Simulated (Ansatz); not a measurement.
**B3LYP/6-31G(d) (spherical functions) run of CH7NOSi (SMILES OCN[SiH3])**

What is the energy change on altering one bond length of CH7NOSi at B3LYP/6-31G* (spherical functions)? 

The calculation is run with Ansatz 0.2.0.

122 further runs of the same task are left out: 122 set aside as unsound or not needed.

## (1) The system as given

CH7NOSi: 11 atoms, total charge 0, spin state singlet. SMILES: `OCN[SiH3]`. The coordinates come from a PBE0-D4/def2-TZVP relaxation. This is one conformer, not always the lowest.

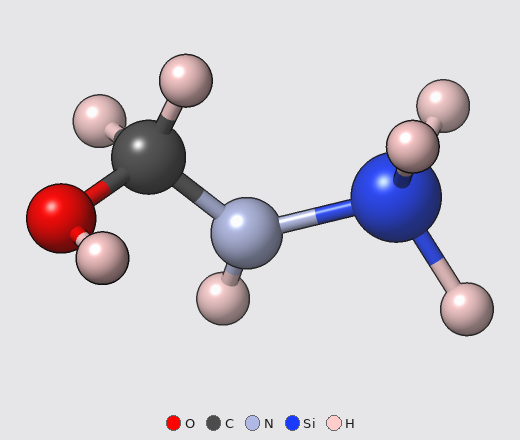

Viewed from a chosen angle; oxygen red, carbon dark grey, nitrogen light blue, silicon blue, hydrogen pink.

## (2) A single-point energy at B3LYP/6-31G(d) (spherical functions)

input.yaml reads:

```yaml
basis:
  gaussian:
    orbitals: 6-31G_st_-spherical.json
crystal:
  periodic: [false, false, false]
  atoms:
    - symbol: O
      position_ang: [-1.208000, 1.808500, -0.668400]
    - symbol: C
      position_ang: [-0.009800, 1.197800, -0.260600]
    - symbol: "N"
      position_ang: [0.021500, -0.204300, -0.552200]
    - symbol: Si
      position_ang: [0.472500, -1.425900, 0.571200]
    - symbol: H
      position_ang: [-1.930700, 1.291100, -0.299300]
    - symbol: H
      position_ang: [0.776900, 1.753100, -0.781300]
    - symbol: H
      position_ang: [0.150800, 1.320600, 0.820400]
    - symbol: H
      position_ang: [0.033200, -0.410500, -1.539700]
    - symbol: H
      position_ang: [-0.212700, -1.140500, 1.860100]
    - symbol: H
      position_ang: [1.934400, -1.515500, 0.858100]
    - symbol: H
      position_ang: [0.037100, -2.731600, 0.012700]
hamiltonian:
  xc: {name: B3LYP}
accuracy: high
output: {orbitals: {seedname: orbitals}}
```

The basis set 6-31G* is read from a file made from the Basis Set Exchange's data (not shown).

Started as:

```bash
ansatz run input.yaml --threads 1 --pin off --max-ram 3480MiB --events-out events.jsonl --progress --plain --runs-dir runs
```

The log of the run:

```text
Warning: RAYON_NUM_THREADS=1 ignored (pool sized by the plan → 1); use --threads N
Functional definition: B3LYP
  name "B3LYP"
  parameter a0 = 0.2
  parameter ax = 0.72
  parameter ac = 0.81
  exchange = (1 - a0 - ax)*slater_x + ax*b88_x + a0*exact_x
  correlation = (1 - ac)*vwn_rpa_c + ac*lyp_c
1788 factors; integrals over basis functions are off by at most 4.6e-9 eV
mean field evaluation 1: about -12558.5895 eV, gradient 5.9e1 eV
mean field evaluation 2: about -12549.8992 eV, gradient 8.6e1 eV
mean field evaluation 4: about -12565.3100 eV, gradient 3.7e0 eV
mean field evaluation 8: about -12565.5775 eV, gradient 1.6e-1 eV
mean field evaluation 16: about -12565.5776 eV, gradient 1.4e-5 eV
mean field -12565.57757427 eV, -461.7764586000 hartree, gradient 6.4e-8 eV, S^2 0.000000; 0 other end points of the search recorded, 0 dependent functions left out
reference -12565.57761437 eV, -461.7764600738 hartree; 21, 21 occupied and 53, 53 virtual orbitals, 1788 factors
Total energy: -12565.57761437 eV, -461.7764600738 hartree
```

Wall time 3.9 s (1 thread of Intel Xeon 6975P-C (Granite Rapids), shared host); peak memory 0.26 GiB.

## (3) The distorted shape, same level

input.yaml reads:

```yaml
crystal:
  periodic: [false, false, false]
  atoms:
    - {symbol: O, position_ang: [-1.213850, 1.911600, -0.174650]}
    - {symbol: C, position_ang: [-0.015650, 1.300900, 0.233150]}
    - {symbol: "N", position_ang: [0.015650, -0.101200, -0.058450]}
    - {symbol: Si, position_ang: [0.466650, -1.322800, 1.064950]}
    - {symbol: H, position_ang: [-1.936550, 1.394200, 0.194450]}
    - {symbol: H, position_ang: [0.771050, 1.856200, -0.287550]}
    - {symbol: H, position_ang: [0.144950, 1.423700, 1.314150]}
    - {symbol: H, position_ang: [0.033200, -0.410500, -1.539700]}
    - {symbol: H, position_ang: [-0.218550, -1.037400, 2.353850]}
    - {symbol: H, position_ang: [1.928550, -1.412400, 1.351850]}
    - {symbol: H, position_ang: [0.031250, -2.628500, 0.506450]}
basis:
  gaussian:
    orbitals: 6-31G_st_-spherical.json
hamiltonian:
  xc: {name: B3LYP}
output:
  orbitals: {seedname: orbitals}
accuracy: high
```

The basis set 6-31G* is read from a file made from the Basis Set Exchange's data (not shown).

Started as:

```bash
ansatz run input.yaml --threads 1 --pin off --max-ram 3480MiB --events-out events.jsonl --progress --plain --runs-dir runs
```

The log of the run (excerpt; [...] marks lines left out):

```text
Warning: RAYON_NUM_THREADS=1 ignored (pool sized by the plan → 1); use --threads N
[... 7 set-up lines as earlier in the session ...]
1789 factors; integrals over basis functions are off by at most 3.6e-9 eV
mean field evaluation 1: about -12555.3064 eV, gradient 6.0e1 eV
mean field evaluation 2: about -12539.2653 eV, gradient 9.9e1 eV
mean field evaluation 4: about -12563.0498 eV, gradient 8.0e0 eV
mean field evaluation 8: about -12563.3939 eV, gradient 2.3e-1 eV
mean field evaluation 16: about -12563.3940 eV, gradient 3.2e-5 eV
mean field -12563.39401579 eV, -461.6962143058 hartree, gradient 4.0e-8 eV, S^2 0.000000; 0 other end points of the search recorded, 0 dependent functions left out
reference -12563.39405659 eV, -461.6962158053 hartree; 21, 21 occupied and 53, 53 virtual orbitals, 1789 factors
Total energy: -12563.39405659 eV, -461.6962158053 hartree
```

Run time: 4.5 s. Hardware: 1 thread of Intel Xeon 6975P-C (Granite Rapids), shared host; peak memory 0.26 GiB.

## (4) What came out

At B3LYP/6-31G* (spherical functions):

| quantity | value |
| --- | --- |
| first shape: total energy | -461.77646 Eh |
| first shape: HOMO energy | -6.70 eV |
| first shape: LUMO energy | 0.70 eV |
| first shape: HOMO–LUMO gap | 7.40 eV |
| distorted shape: total energy | -461.69622 Eh |
| distorted shape: HOMO energy | -6.60 eV |
| distorted shape: LUMO energy | -1.43 eV |
| distorted shape: HOMO–LUMO gap | 5.17 eV |
| energy change with the N3–H8 bond stretched from 1.009 to 1.513 Å | 2.184 eV |

In words: With the N3–H8 bond stretched from 1.009 to 1.513 Å the energy rises by 2.18 eV (50 kcal/mol). The first shape isn't relaxed at this level, so the change isn't measured from a minimum.
